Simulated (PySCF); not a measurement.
```xyz
27

C     1.9409    1.4391   -1.6509
C     1.3058    0.7284   -0.4600
C     0.6038   -0.5680   -0.8590
C     1.5793   -1.7082   -1.1416
P    -0.6716   -1.1812    0.3922
C     0.3757   -1.1156    1.9212
N    -1.5193    0.3315    0.6434
C    -2.3303    0.3872    1.8485
C    -2.3201    0.7605   -0.4919
H     2.7076    0.8219   -2.1139
H     2.4053    2.3696   -1.3307
H     1.1892    1.6733   -2.4024
H     0.5752    1.3966    0.0009
H     2.0801    0.5096    0.2777
H     0.0372   -0.3919   -1.7823
H     2.2541   -1.8641   -0.3021
H     1.0343   -2.6348   -1.3181
H     2.1812   -1.4939   -2.0227
H    -0.1518   -1.5839    2.7508
H     0.6294   -0.0882    2.1736
H     1.2794   -1.6931    1.7393
H    -2.6099    1.4287    2.0261
H    -3.2528   -0.2023    1.7717
H    -1.7620    0.0346    2.7045
H    -3.2425    0.1779   -0.6091
H    -1.7420    0.6853   -1.4092
H    -2.5962    1.8073   -0.3440
```

Geometry: GFN2-xTB.

The calculation used PBE0/pcSseg-1, SCF density, gas phase, non-relativistic (PySCF).

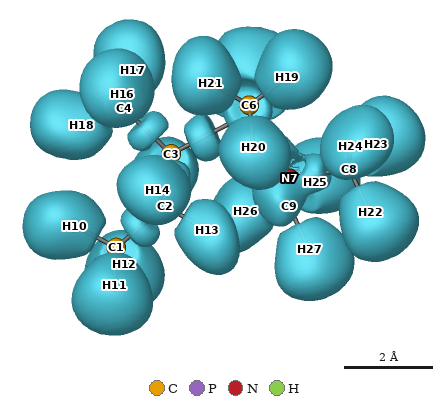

C7H18NP. Isosurface of the ELF at 0.75 (cyan), seen at a tilt. Only the valence region is drawn (cores and ρ < 0.01 e/Å³ removed).

Q: Where are the electrons localised?

A: The surface consists of three regions between bonded C–C atoms (shared pairs), two regions between bonded C–P atoms (shared pairs), 18 regions around hydrogen nuclei, one region on N in which the atom's valence shell and bonds are merged and one lobe on P, pointing away from the bonds (lone pairs). Profiles from the grid: C–N (1.45 Å): the ELF peaks at about 0.90 between the atoms, as expected for localised, covalent bonding. C–C (1.53 Å): the ELF peaks at about 0.95 between the atoms (a shared electron pair).
